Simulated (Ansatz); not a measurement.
# BF+ (doublet): trial inputs and their diagnosis at distance B1–F2 = 1.308 Å

3 inputs are run for BF+ (doublet) as typed; the log has to tell whether the result can be used and what must change.

Computed with Ansatz 0.2.0, Gaussian basis. Level: the settings change from run to run.

30 further runs of the same task are left out: 8 for a known fault of the program, 14 that didn't finish, 8 set aside as unsound or not needed.

### Step 1. What is computed

The geometry derives from a PBE0/def2-TZVP stationary point (not a proven minimum). One bond is set to the value named and the two fragments are kept rigid.

2 atoms, charge 1, spin multiplicity 2.

Atoms are counted from 1 here; the program's logs count them from 0.

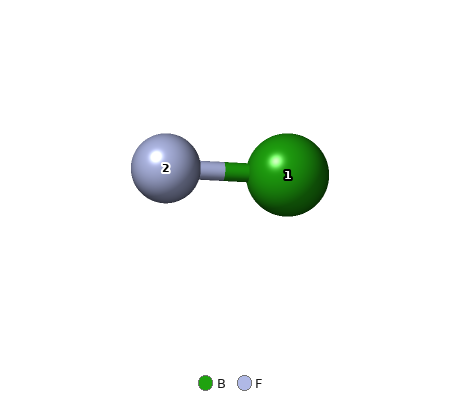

The geometry (boron green, fluorine light blue); atoms are numbered from 1 in the order of the file.

### Step 2. Input 1

Contents of in.yaml:

```yaml
crystal:
  periodic: [false, false, false]
  atoms:
    - {symbol: B, position_ang: [0.000000, 0.000000, 0.000000]}
    - {symbol: F, position_ang: [0.000000, 0.000000, 1.308000]}
basis:
  gaussian: {orbitals: 6-31G}
total_charge: 1
magnetization: {spin_polarized: false, initial_magnetization: 1}
correlation: {active_space: {ras: {orbitals: [4, 1, 11], electrons: 29, max_holes: 2, max_particles: 2}, fixed_orbitals: true}}
output: {forces: true}
```

Launch:

```bash
ansatz run in.yaml --threads 1 --pin off --events-out ev --progress --plain --max-ram 2393MiB
```

The program printed:

```text
Functional definition: HF
  name "HF"
  cite "Fock, Z. Phys. 61, 126 (1930) doi:10.1007/BF01340294"
  parent pbe
  exchange = exact_x
  correlation = 0
201 factors; integrals over basis functions are off by at most 1.3e-4 eV
mean field evaluation 1: about -3357.4759 eV, gradient 6.3e1 eV
mean field evaluation 2: about -3357.4851 eV, gradient 6.3e1 eV
mean field evaluation 4: about -3365.5136 eV, gradient 3.8e0 eV
mean field evaluation 8: about -3365.6319 eV, gradient 9.9e-2 eV
mean field evaluation 16: about -3359.5933 eV, gradient 5.8e-1 eV
mean field -3365.63196204 eV, -123.6846932977 hartree, gradient 1.2e-6 eV, S^2 0.750000; 3 other end points of the search recorded, 0 dependent functions left out
reference -3365.63196204 eV, -123.6846932977 hartree; 7, 6 occupied and 11, 12 virtual orbitals, 201 factors
Error: 29 electrons in 16 orbitals form no window around the highest filled level of the reference
```

It took 0.09 s on 1 thread of Intel Xeon 6975P-C, shared host.

What is wrong: The run stopped with an error. The electron count of the restricted space is wrong. To mend it, count the correlated electrons again.

### Step 3. Input 2

Contents of in.yaml:

```yaml
crystal:
  periodic: [false, false, false]
  atoms:
    - {symbol: B, position_ang: [0.000000, 0.000000, 0.000000]}
    - {symbol: F, position_ang: [0.000000, 0.000000, 1.308000]}
basis:
  gaussian: {orbitals: cc-pVDZ}
total_charge: 1
magnetization: {spin_polarized: false, initial_magnetization: 1}
correlation: {method: sc_nevpt2, electrons: outside_noble_gas, active_space: {window: {electrons: 2, orbitals: 200}}}
scf: {lower_state_search: off}
```

The command is unchanged.

The program printed:

```text
Functional definition: HF
  name "HF"
  cite "Fock, Z. Phys. 61, 126 (1930) doi:10.1007/BF01340294"
  parent pbe
  exchange = exact_x
  correlation = 0
these checks for a lower state are left out or cut short: stability, starts, cluster_reference, orbital_swaps, neighbouring_geometries, increment
260 factors; integrals over basis functions are off by at most 5.3e-4 eV
mean field evaluation 1: about -3358.7537 eV, gradient 6.4e1 eV
mean field evaluation 2: about -3358.7545 eV, gradient 6.4e1 eV
mean field evaluation 4: about -3366.8457 eV, gradient 3.7e0 eV
mean field evaluation 8: about -3366.9556 eV, gradient 1.1e-1 eV
mean field -3366.95560572 eV, -123.7333363057 hartree, gradient 2.6e-6 eV, S^2 0.750000; 0 other end points of the search recorded, 0 dependent functions left out
reference -3366.95560572 eV, -123.7333363057 hartree; 7, 6 occupied and 21, 22 virtual orbitals, 260 factors
Error: 2 electrons in 200 orbitals form no window around the highest filled level of the reference
```

Wall time 0.09 s (1 thread of Intel Xeon 6975P-C, shared host).

Diagnosis: The run stopped with an error. The active window can't be built from these electrons and orbitals. To mend it, choose counts that fit the spin, the electrons and the basis.

### Step 4. Input 3

Contents of in.yaml:

```yaml
crystal:
  periodic: [false, false, false]
  atoms:
    - {symbol: B, position_ang: [0.000000, 0.000000, 0.000000]}
    - {symbol: F, position_ang: [0.000000, 0.000000, 1.308000]}
basis:
  gaussian: {orbitals: 6-31G}
total_charge: 1
magnetization: {spin_polarized: false, initial_magnetization: 1}
correlation: {method: fic_mrcisd_q, electrons: all, active_space: {window: {electrons: 3, orbitals: 3}, places: [1, 2]}}
accuracy: high
scf: {lower_state_search: off}
```

The command is unchanged.

The program printed:

```text
Error: invalid value for `correlation.active_space`: name one of window, places and ras
```

It took 0.03 s on 1 thread of Intel Xeon 6975P-C, shared host.

Diagnosis: The run was refused. The active space is defined twice. Cure: keep one definition.

### Step 5. How the runs ended

| input | level | ended | cause | time |
| --- | --- | --- | --- | --- |
| 1 | CISD/6-31G | stopped by an error | the electron count of the restricted space is wrong | 0.09 s |
| 2 | NEVPT2(2,200)/cc-pVDZ | stopped by an error | the active window can't be built from these electrons and orbitals | 0.09 s |
| 3 | MRCISD+Q(3,3)/6-31G | refused | the active space is defined twice | 0.03 s |

2 stopped by an error, 1 refused.
